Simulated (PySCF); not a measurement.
**C$_{5}$H$_{11}$Si$_{2}$ (doublet): density, localisation and related maps**

```json
{"atom": "C", "x (Å)": "1.8372", "y (Å)": "1.1467", "z (Å)": "-0.8140"}
{"atom": "C", "x (Å)": "1.3014", "y (Å)": "0.4509", "z (Å)": "0.1777"}
{"atom": "C", "x (Å)": "2.1537", "y (Å)": "-0.3130", "z (Å)": "1.1426"}
{"atom": "Si", "x (Å)": "-0.5588", "y (Å)": "0.3690", "z (Å)": "0.4784"}
{"atom": "C", "x (Å)": "-1.6573", "y (Å)": "0.7440", "z (Å)": "-1.0476"}
{"atom": "Si", "x (Å)": "-2.3766", "y (Å)": "-1.0437", "z (Å)": "-1.0343"}
{"atom": "C", "x (Å)": "-1.2801", "y (Å)": "-1.4127", "z (Å)": "0.5098"}
{"atom": "H", "x (Å)": "2.9054", "y (Å)": "1.2010", "z (Å)": "-0.9697"}
{"atom": "H", "x (Å)": "1.2333", "y (Å)": "1.6964", "z (Å)": "-1.5162"}
{"atom": "H", "x (Å)": "1.9168", "y (Å)": "-0.0231", "z (Å)": "2.1653"}
{"atom": "H", "x (Å)": "3.2141", "y (Å)": "-0.1424", "z (Å)": "0.9642"}
{"atom": "H", "x (Å)": "1.9511", "y (Å)": "-1.3796", "z (Å)": "1.0506"}
{"atom": "H", "x (Å)": "-0.8833", "y (Å)": "1.1614", "z (Å)": "1.6771"}
{"atom": "H", "x (Å)": "-2.4073", "y (Å)": "1.5128", "z (Å)": "-0.8772"}
{"atom": "H", "x (Å)": "-1.1192", "y (Å)": "1.0304", "z (Å)": "-1.9467"}
{"atom": "H", "x (Å)": "-3.8271", "y (Å)": "-1.1330", "z (Å)": "-0.8019"}
{"atom": "H", "x (Å)": "-1.8595", "y (Å)": "-1.6462", "z (Å)": "1.4006"}
{"atom": "H", "x (Å)": "-0.5528", "y (Å)": "-2.2128", "z (Å)": "0.3962"}
```

Geometry: GFN2-xTB.

The calculation used UKS B3LYP, pcH-1 on C H Si, non-relativistic, mean-field spin-orbit, GIAO (PySCF).

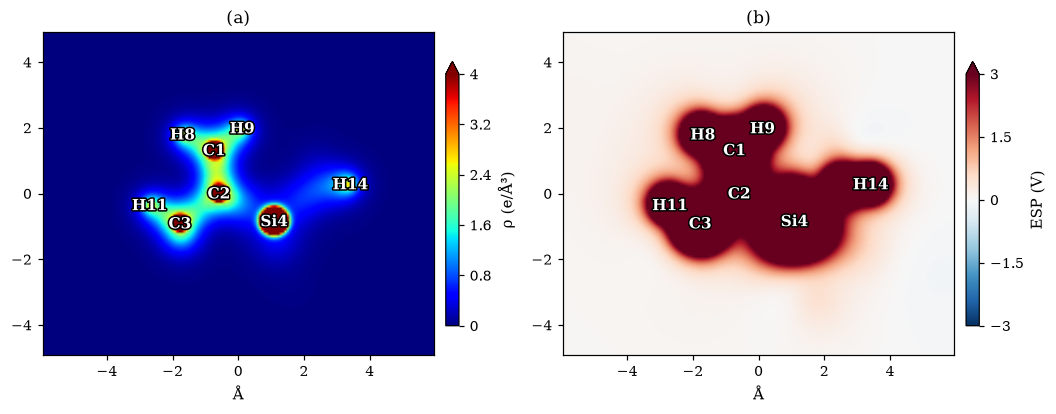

Figure 1. (a) total electron density; (b) molecular electrostatic potential on the plane of atoms C1, C2 and C3.

Q: Read the bonding off the picture.

A:
- The section cuts through C, Si and H sites.
- C–C (1.32 Å): ρ is about 2.3 e/Å³ halfway.
- C–Si (1.89 Å): ρ is about 0.93 e/Å³ halfway.
- C–H (1.08 Å): ρ is about 2.1 e/Å³ halfway.
- C–C (1.50 Å): ρ at the midpoint is about 1.7 e/Å³.
- The potential has no marked negative region in this plane.

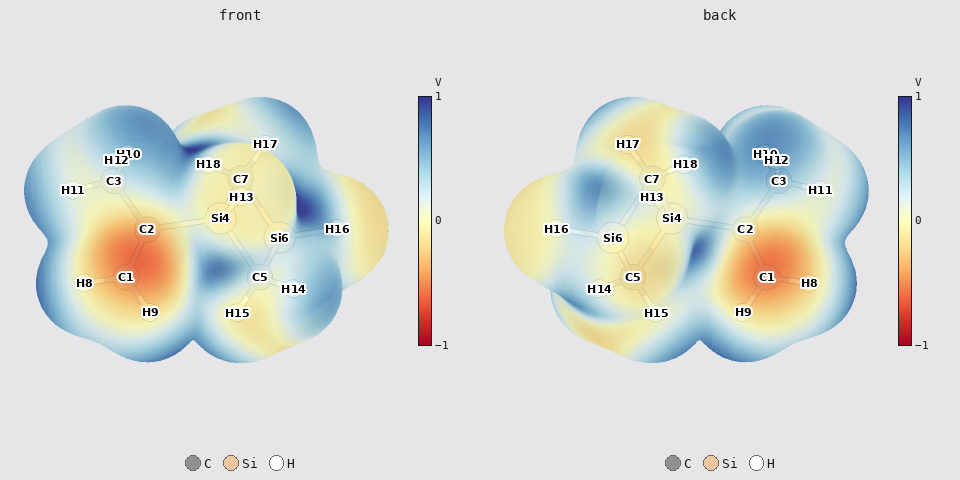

Figure 2. The molecular electrostatic potential painted on the density surface at 0.002 e/bohr³, seen from the front and from behind; the colour scale runs from red (negative) to blue (positive).

Q: Which sites attract a positive test charge, and which a negative one?

A: A positive charge is drawn to the negative regions and a negative charge to the positive ones. The most negative region (about −0.6 V, or −14 kcal/mol for a unit charge) lies over the π face of C1 and C2, the most positive (about +1.0 V, or +23 kcal/mol for a unit charge) over Si4 and Si6.
